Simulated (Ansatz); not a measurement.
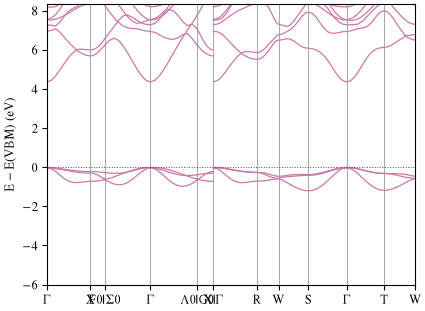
Figure. Band structure from DFT-r²SCAN+D4 in the program Ansatz with PAW potentials

Problem. Read off the gap and where the band edges lie.

Solution. About 4.4 eV (4.36 eV by a search for the band edges); maximum at Γ, minimum at Γ.

The material is H₄IN in space group Imm2 (No. 44; H on 4c, H on 4d, I on 2b, N on 2a).

The workflow started from a Materials Project entry (that database holds measured and hypothetical structures alike); the Crystallography Open Database copy checked does not list it. Its standing as an ambient phase is unchecked. Symmetry was held in the r²SCAN+D4 relaxation. At this level the phase is dynamically unstable (imaginary phonons). Scalar-relativistic: spin–orbit coupling is off unless named, which matters more the heavier the elements.

Potentials: the later of the program's two PAW sets.
